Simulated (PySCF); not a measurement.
# C10H8N2: NMR shifts at several levels of theory, part 2 of 2

PySCF 2.14.0. Atoms count from 0.

### Step 5. Shielding tensors: wB97X-D/pcSseg-1

The job: settings as JSON, then the geometry in Å.

```
{"job": {"kind": "nmr", "xc": "wB97X-D", "basis": "pcSseg-1", "pop": false}, "charge": 0, "multiplicity": 1}
C     -3.424157     0.574924    -0.183601
C     -2.979997    -0.736708    -0.028060
C     -1.614039    -0.979596     0.047687
C     -0.734170     0.107325    -0.036056
C      0.734070    -0.107034     0.038760
C      1.613877     0.980064    -0.043313
C      2.979830     0.737185     0.032534
C      3.424052    -0.574618     0.186446
C      2.467267    -1.587455     0.256643
N      1.161103    -1.364633     0.185175
N     -1.161145     1.364769    -0.183982
C     -2.467312     1.587595    -0.255396
H     -4.487782     0.813301    -0.248136
H     -3.692918    -1.562803     0.033943
H     -1.198206    -1.980206     0.169208
H      1.198007     1.980784    -0.163801
H      3.692702     1.563423    -0.028125
H      4.487677    -0.812994     0.250983
H      2.777852    -2.631932     0.377309
H     -2.777851     2.631930    -0.377398
```

Level: GIAO wB97X-D/pcSseg-1 NMR shielding, non-relativistic, gas phase.

Standard output:

```text
coarse grid: 17944 points
cycle   1  E = -495.0154907572  dE =  2.758e+00  |g| = 4.310e-01  |ddm| = 4.563e+00
cycle   2  E = -495.0397377612  dE = -2.425e-02  |g| = 3.959e-01  |ddm| = 1.098e+00
cycle   3  E = -495.0694868418  dE = -2.975e-02  |g| = 6.352e-02  |ddm| = 4.274e-01
cycle   4  E = -495.0704011084  dE = -9.143e-04  |g| = 2.858e-02  |ddm| = 9.761e-02
cycle   5  E = -495.0705980096  dE = -1.969e-04  |g| = 9.144e-03  |ddm| = 4.141e-02
cycle   6  E = -495.0706218539  dE = -2.384e-05  |g| = 2.615e-03  |ddm| = 1.382e-02
cycle   7  E = -495.0706239700  dE = -2.116e-06  |g| = 1.113e-03  |ddm| = 4.276e-03
final grid: 177040 points
cycle   8  E = -495.1423998865  dE = -2.342e-04  |g| = 5.233e-03  |ddm| = 7.240e-02
cycle   9  E = -495.1424023084  dE = -2.422e-06  |g| = 4.761e-03  |ddm| = 1.221e-02
cycle  10  E = -495.1424069908  dE = -4.682e-06  |g| = 1.081e-03  |ddm| = 5.482e-03
cycle  11  E = -495.1424072734  dE = -2.826e-07  |g| = 3.767e-04  |ddm| = 1.791e-03
cycle  12  E = -495.1424073121  dE = -3.864e-08  |g| = 9.865e-05  |ddm| = 4.889e-04
cycle  13  E = -495.1424073158  dE = -3.793e-09  |g| = 4.337e-05  |ddm| = 1.975e-04
cycle  14  E = -495.1424073166  dE = -7.863e-10  |g| = 1.596e-05  |ddm| = 8.396e-05
converged SCF energy = -495.1424073166

GIAO shielding tensors (ppm)
atom      isotropic    diamagn.    paramagn.     s11        s22        s33       span
  0 C       54.746     259.475    -204.729    -60.640     50.680    174.198    234.839
  1 C       40.870     253.547    -212.677    -75.970     20.803    177.778    253.748
  2 C       57.273     254.008    -196.734    -53.328     40.945    184.203    237.530
  3 C       22.890     253.422    -230.532    -82.180     12.473    138.378    220.558
  4 C       22.890     253.422    -230.532    -82.180     12.474    138.378    220.557
  5 C       57.273     254.007    -196.735    -53.329     40.945    184.202    237.531
  6 C       40.870     253.547    -212.677    -75.970     20.802    177.778    253.748
  7 C       54.746     259.475    -204.729    -60.640     50.680    174.199    234.838
  8 C       29.125     248.430    -219.305    -82.114     26.180    143.308    225.422
  9 N      -80.076     331.160    -411.236   -377.592   -159.916    297.281    674.873
 10 N      -80.076     331.160    -411.236   -377.591   -159.918    297.280    674.872
 11 C       29.124     248.430    -219.305    -82.114     26.179    143.308    225.423
 12 H       24.119      28.312      -4.193     21.512     23.784     27.061      5.549
 13 H       23.460      29.142      -5.682     20.094     23.583     26.704      6.611
 14 H       22.244      33.103     -10.859     16.604     22.114     28.013     11.410
 15 H       22.244      33.103     -10.859     16.604     22.114     28.013     11.410
 16 H       23.460      29.142      -5.682     20.094     23.583     26.704      6.611
 17 H       24.119      28.312      -4.193     21.512     23.784     27.061      5.549
 18 H       22.577      29.045      -6.468     18.208     23.071     26.452      8.243
 19 H       22.577      29.045      -6.468     18.208     23.071     26.452      8.243
```

Wall time 34 s (8 threads of Intel Xeon 6975P-C (Granite Rapids), shared host).

Key values: δ C3 161.6, C8 155.4, C1 143.7, C0 129.8, H14 9.14, H18 8.80 ppm (means over like atoms).

### Step 6. Shielding tensors: KT2/pcSseg-1

The job, as its differences from that of step 5:

```diff
@@ -1,2 +1,2 @@
-{"job": {"kind": "nmr", "xc": "wB97X-D", "basis": "pcSseg-1", "pop": false}, "charge": 0, "multiplicity": 1}
+{"job": {"kind": "nmr", "xc": "KT2", "basis": "pcSseg-1", "pop": false}, "charge": 0, "multiplicity": 1}
 C     -3.424157     0.574924    -0.183601
```

With the program's defaults for keys left out, this is: GIAO KT2/pcSseg-1 NMR shielding, non-relativistic, gas phase.

Standard output:

```text
coarse grid: 17944 points
cycle   1  E = -504.0630212379  dE =  1.867e+00  |g| = 5.045e-01  |ddm| = 4.706e+00
cycle   2  E = -504.0019218832  dE =  6.110e-02  |g| = 7.216e-01  |ddm| = 1.961e+00
cycle   3  E = -504.1305903569  dE = -1.287e-01  |g| = 1.382e-01  |ddm| = 1.127e+00
cycle   4  E = -504.1343877224  dE = -3.797e-03  |g| = 4.914e-02  |ddm| = 1.526e-01
cycle   5  E = -504.1348620494  dE = -4.743e-04  |g| = 1.936e-02  |ddm| = 9.590e-02
cycle   6  E = -504.1349561290  dE = -9.408e-05  |g| = 7.993e-03  |ddm| = 3.218e-02
cycle   7  E = -504.1349725620  dE = -1.643e-05  |g| = 2.752e-03  |ddm| = 1.074e-02
cycle   8  E = -504.1349745960  dE = -2.034e-06  |g| = 6.021e-04  |ddm| = 3.308e-03
final grid: 177040 points
cycle   9  E = -504.1107353176  dE = -4.345e-04  |g| = 1.523e-02  |ddm| = 1.527e-01
cycle  10  E = -504.1106941236  dE =  4.119e-05  |g| = 1.881e-02  |ddm| = 4.448e-02
cycle  11  E = -504.1107840453  dE = -8.992e-05  |g| = 6.800e-03  |ddm| = 3.236e-02
cycle  12  E = -504.1107970769  dE = -1.303e-05  |g| = 1.608e-03  |ddm| = 8.570e-03
cycle  13  E = -504.1107976851  dE = -6.082e-07  |g| = 4.286e-04  |ddm| = 2.286e-03
cycle  14  E = -504.1107977232  dE = -3.808e-08  |g| = 1.932e-04  |ddm| = 7.312e-04
cycle  15  E = -504.1107977330  dE = -9.775e-09  |g| = 3.736e-05  |ddm| = 2.394e-04
cycle  16  E = -504.1107977333  dE = -3.542e-10  |g| = 1.146e-05  |ddm| = 4.434e-05
converged SCF energy = -504.1107977333

GIAO shielding tensors (ppm)
atom      isotropic    diamagn.    paramagn.     s11        s22        s33       span
  0 C       64.127     258.291    -194.164    -38.717     61.548    169.550    208.267
  1 C       52.945     252.322    -199.377    -50.481     36.683    172.633    223.115
  2 C       67.503     253.808    -186.304    -31.634     52.320    181.823    213.457
  3 C       34.635     254.305    -219.669    -54.605     23.031    135.481    190.086
  4 C       34.636     254.304    -219.669    -54.605     23.031    135.481    190.086
  5 C       67.503     253.808    -186.305    -31.634     52.320    181.823    213.457
  6 C       52.945     252.322    -199.377    -50.481     36.683    172.633    223.114
  7 C       64.127     258.291    -194.164    -38.717     61.548    169.550    208.267
  8 C       40.283     249.914    -209.631    -56.679     39.785    137.743    194.422
  9 N      -51.750     331.614    -383.364   -316.786   -124.930    286.465    603.251
 10 N      -51.751     331.613    -383.365   -316.785   -124.932    286.463    603.249
 11 C       40.282     249.914    -209.632    -56.680     39.784    137.742    194.422
 12 H       24.335      28.421      -4.086     21.929     24.317     26.760      4.831
 13 H       23.657      29.176      -5.519     20.310     24.250     26.410      6.099
 14 H       22.471      33.363     -10.892     16.956     22.634     27.822     10.866
 15 H       22.471      33.363     -10.892     16.956     22.634     27.822     10.866
 16 H       23.657      29.176      -5.519     20.310     24.250     26.410      6.099
 17 H       24.335      28.421      -4.086     21.929     24.318     26.760      4.831
 18 H       22.735      29.074      -6.339     18.396     23.619     26.189      7.793
 19 H       22.735      29.074      -6.339     18.396     23.619     26.189      7.793
```

Wall time 19 s (8 threads of Intel Xeon 6975P-C (Granite Rapids), shared host).

Key values: δ C3 148.6, C8 142.9, C1 130.3, C0 119.1, H14 8.71, H18 8.44 ppm (means over like atoms).

### Step 7. Shielding tensors: HF/pcSseg-1

The job, as its differences from that of step 6:

```diff
@@ -1,2 +1,2 @@
-{"job": {"kind": "nmr", "xc": "KT2", "basis": "pcSseg-1", "pop": false}, "charge": 0, "multiplicity": 1}
+{"job": {"kind": "nmr", "xc": "HF", "basis": "pcSseg-1", "pop": false}, "charge": 0, "multiplicity": 1}
 C     -3.424157     0.574924    -0.183601
```

Level: GIAO HF/pcSseg-1 NMR shielding, non-relativistic, gas phase.

Standard output:

```text
final grid: 177040 points
cycle   1  E = -491.9984074594  dE =  3.822e+00  |g| = 6.626e-01  |ddm| = 4.529e+00
cycle   2  E = -492.1359028254  dE = -1.375e-01  |g| = 2.458e-01  |ddm| = 9.615e-01
cycle   3  E = -492.1503757407  dE = -1.447e-02  |g| = 1.004e-01  |ddm| = 4.504e-01
cycle   4  E = -492.1532051743  dE = -2.829e-03  |g| = 2.425e-02  |ddm| = 1.322e-01
cycle   5  E = -492.1533707563  dE = -1.656e-04  |g| = 6.483e-03  |ddm| = 4.294e-02
cycle   6  E = -492.1533940588  dE = -2.330e-05  |g| = 3.332e-03  |ddm| = 1.366e-02
cycle   7  E = -492.1534002906  dE = -6.232e-06  |g| = 1.543e-03  |ddm| = 7.651e-03
cycle   8  E = -492.1534018427  dE = -1.552e-06  |g| = 6.031e-04  |ddm| = 3.120e-03
cycle   9  E = -492.1534022103  dE = -3.676e-07  |g| = 2.502e-04  |ddm| = 1.722e-03
cycle  10  E = -492.1534022634  dE = -5.317e-08  |g| = 1.140e-04  |ddm| = 5.422e-04
cycle  11  E = -492.1534022778  dE = -1.434e-08  |g| = 3.229e-05  |ddm| = 3.542e-04
cycle  12  E = -492.1534022788  dE = -1.031e-09  |g| = 7.774e-06  |ddm| = 9.889e-05
cycle  13  E = -492.1534022788  dE = -3.411e-11  |g| = 3.040e-06  |ddm| = 1.788e-05
converged SCF energy = -492.1534022788

GIAO shielding tensors (ppm)
atom      isotropic    diamagn.    paramagn.     s11        s22        s33       span
  0 C       63.024     261.122    -198.099    -56.259     62.929    182.400    238.659
  1 C       43.431     254.984    -211.553    -81.674     25.744    186.223    267.898
  2 C       64.390     253.888    -189.498    -50.428     53.039    190.558    240.987
  3 C       26.695     251.253    -224.558    -90.170     18.846    151.408    241.578
  4 C       26.695     251.253    -224.558    -90.170     18.846    151.408    241.578
  5 C       64.389     253.888    -189.499    -50.429     53.039    190.558    240.987
  6 C       43.431     254.984    -211.553    -81.674     25.744    186.223    267.897
  7 C       63.024     261.122    -198.099    -56.258     62.929    182.400    238.659
  8 C       33.480     247.089    -213.608    -88.233     32.946    155.728    243.962
  9 N      -86.670     330.404    -417.074   -391.288   -174.131    305.408    696.696
 10 N      -86.671     330.404    -417.075   -391.288   -174.133    305.408    696.696
 11 C       33.480     247.088    -213.609    -88.234     32.945    155.728    243.962
 12 H       24.431      28.592      -4.161     21.112     24.910     27.271      6.159
 13 H       23.565      29.361      -5.795     19.753     24.191     26.752      6.999
 14 H       22.476      32.865     -10.389     16.128     22.859     28.441     12.312
 15 H       22.476      32.865     -10.389     16.128     22.859     28.441     12.312
 16 H       23.565      29.361      -5.795     19.753     24.191     26.752      6.999
 17 H       24.431      28.592      -4.161     21.112     24.910     27.271      6.159
 18 H       22.814      29.297      -6.483     18.163     23.707     26.571      8.408
 19 H       22.814      29.297      -6.483     18.163     23.707     26.571      8.408
```

Wall time 15 s (8 threads of Intel Xeon 6975P-C (Granite Rapids), shared host).

Key values: δ C3 164.2, C8 157.4, C1 147.4, C0 127.8, H14 9.21, H18 8.87 ppm (means over like atoms).

### Step 8. Side by side: NMR shifts

Shifts (ppm) of some atoms, chosen among heavy atoms and hydrogens apart, means over like atoms, with basis size and wall time:

```tsv
run	C3	C8	C1	C2	H14	H13	N9	functions	time
PBE0/pcSseg-1	160.1	154.2	142.0	126.3	9.10	7.88	344.6	244	26 s
PBE/pcSseg-1	157.5	151.9	138.9	124.1	8.95	7.72	340.9	244	18 s
wB97X-D/pcSseg-1	161.6	155.4	143.7	127.3	9.14	7.92	344.1	244	34 s
KT2/pcSseg-1	148.6	142.9	130.3	115.7	8.71	7.52	316.1	244	19 s
HF/pcSseg-1	164.2	157.4	147.4	126.5	9.21	8.12	352.4	244	15 s
```

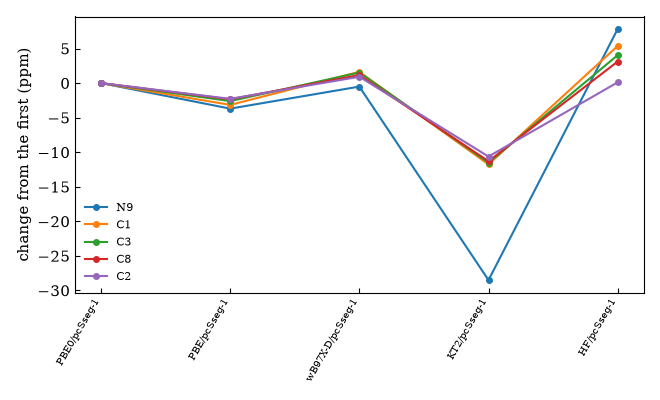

How five of the tabulated atoms move from run to run.

### Step 9. Outcome

The summary covers parts 1 to 2.

```
                                                               quantity                                  value
                                                            point group                                    C2h
                                   rotational constants (main isotopes)                   2.96, 0.59, 0.49 GHz
¹³C shifts against TMS (PBE0/pcSseg-1, means over atoms taken as alike)  160.1, 154.2, 142.0, 128.9, 126.3 ppm
 ¹H shifts against TMS (PBE0/pcSseg-1, means over atoms taken as alike)             9.10, 8.80, 7.88, 7.22 ppm
¹⁵N shifts against NH3 (PBE0/pcSseg-1, means over atoms taken as alike)                              344.6 ppm
                         range of the shift of N9 (with its like atoms)                     316.1 to 352.4 ppm
```

What this shows: Single values in the summary come from the first sound run of each kind (PBE0/pcSseg-1), which need not be the best level. Over 7 steps the energy fell by 0.047 eV; of the close pairs, C3–C4 changed most, 1.469 to 1.486 Å. At PBE0/pcSseg-1: The widest tensor belongs to N9, N10: span 675 ppm, with a paramagnetic part of -410 ppm. NICS(1)zz of -25 ppm above the planar ring from C0 marks a diatropic (aromatic) ring current. NICS(1)zz of -25 ppm above the planar ring from C4 marks a diatropic (aromatic) ring current. Across the 5 runs the shift of N9 (with its like atoms) moves most, between 316.1 (KT2/pcSseg-1) and 352.4 ppm (HF/pcSseg-1).
